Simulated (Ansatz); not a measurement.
CH4AlNO (SMILES [OH][Al]1[CH2][NH]1)

The calculation's input:

```
crystal:
  periodic: [false, false, false]
  atoms:
    - {symbol: O, position_ang: [-0.581475, 2.023104, -1.252602]}
    - {symbol: Al, position_ang: [-0.134197, 0.662972, -0.371905]}
    - {symbol: C, position_ang: [0.770477, -0.470276, 0.855744]}
    - {symbol: N, position_ang: [-0.363672, -0.999366, -0.015327]}
    - {symbol: H, position_ang: [-1.274728, 2.062189, -1.908308]}
    - {symbol: H, position_ang: [1.752024, -0.906061, 0.653651]}
    - {symbol: H, position_ang: [0.568408, -0.468392, 1.929677]}
    - {symbol: H, position_ang: [-0.644938, -1.961171, 0.053269]}
basis:
  gaussian: {orbitals: def2-TZVPP}
hamiltonian: {xc: pbe0, dispersion: d4}
output: {orbitals: {seedname: orbitals}}
```

Command:

```sh
ansatz run in.yaml --threads 2 --pin off --events-out ev --progress --plain --max-ram 4352MiB
```

Geometry: PBE0-D4/def2-TZVP.

These are results of Ansatz 0.2.0, RKS PBE0-D4/def2-TZVPP, not measurements.

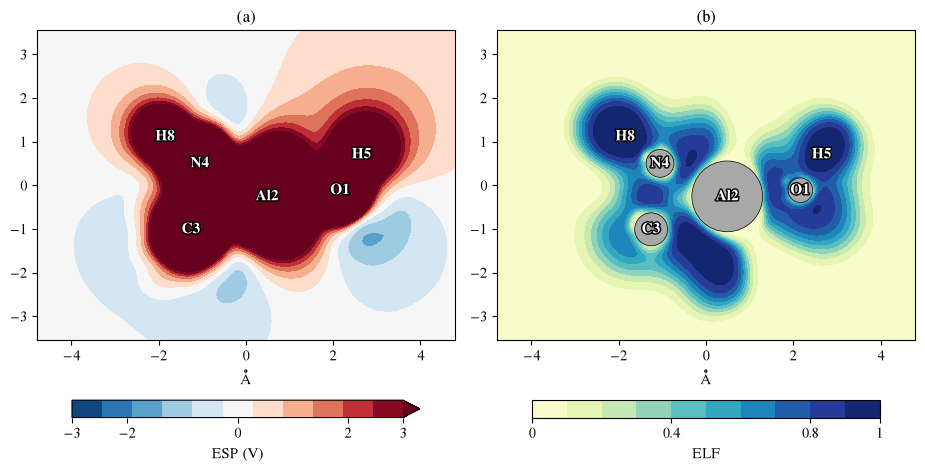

Figure 1. (a) electrostatic potential; (b) ELF on the plane of atoms O1, Al2 and N4. Grey discs cover the atomic cores in the ELF map.

> Read the bonding off the picture.

The plane passes through O, Al, C, N and H nuclei. C–N (1.52 Å): the ELF peaks at about 0.90 between the atoms: a shared electron pair. Al–O (1.68 Å): the ELF peaks at about 0.85 in the valence shell of O, 0.6 Å from its nucleus, and is about 0.45 at the midpoint. Al–N (1.72 Å): the ELF peaks at about 0.85 in the valence shell of N, 0.6 Å from its nucleus, and is about 0.30 at the midpoint. C–Al (1.90 Å): the ELF peaks at about 0.80 in the valence shell of C, 0.7 Å from its nucleus, and is about 0.55 at the midpoint. O–H (0.96 Å): the ELF climbs to about 1 towards the hydrogen, as it does in any bond to H; a covalent bond by its length. The ELF also peaks beside O1, away from the bonds: lone-pair regions. Outside the dense part of the molecule the potential is most negative (−1.5 V) near O1.

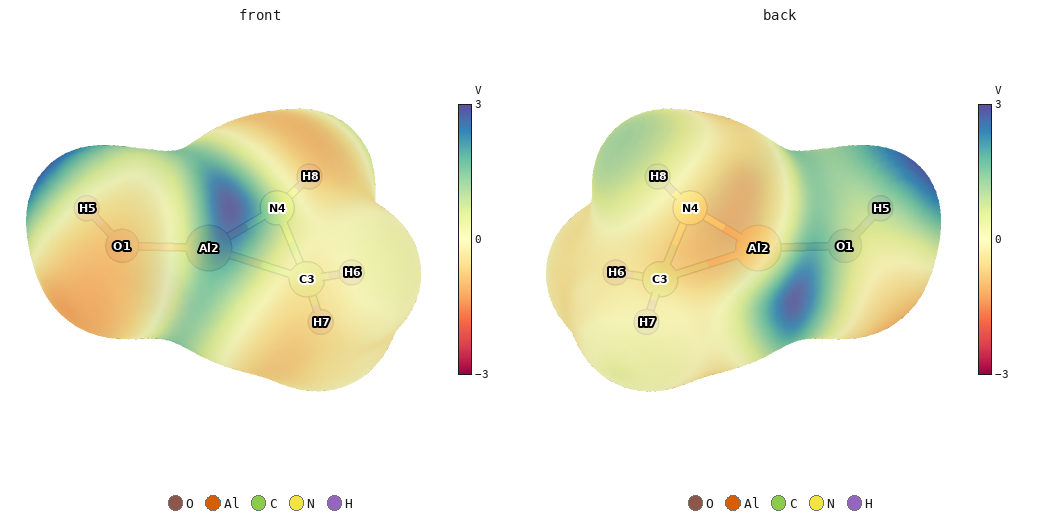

Figure 2. The electrostatic potential painted on the density surface at 0.002 e/bohr³, seen from the front and from behind; the colour scale runs from red (negative) to blue (positive).

> Which sites attract a positive test charge, and which a negative one?

A positive charge is drawn to the negative regions and a negative charge to the positive ones. The most negative region (about −1.2 V, or −28 kcal/mol for a unit charge) lies over O1, the most positive (about +2.8 V, or +65 kcal/mol for a unit charge) over Al2 and H5. O1 is the likeliest acceptor of a hydrogen bond.

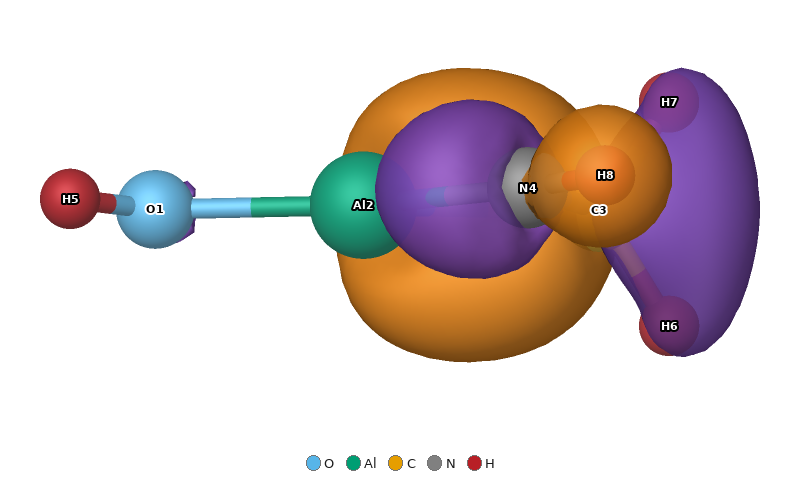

Figure 3. The HOMO−1 at ±0.15 Å⁻³ᐟ² (orange and purple are the two phases), seen from one side.

> Where does this orbital lie, and at what energy?

It lies mainly on C3 (about 45 %), Al2 (about 25 %) and N4 (about 15 %). Its energy is −6.90 eV.
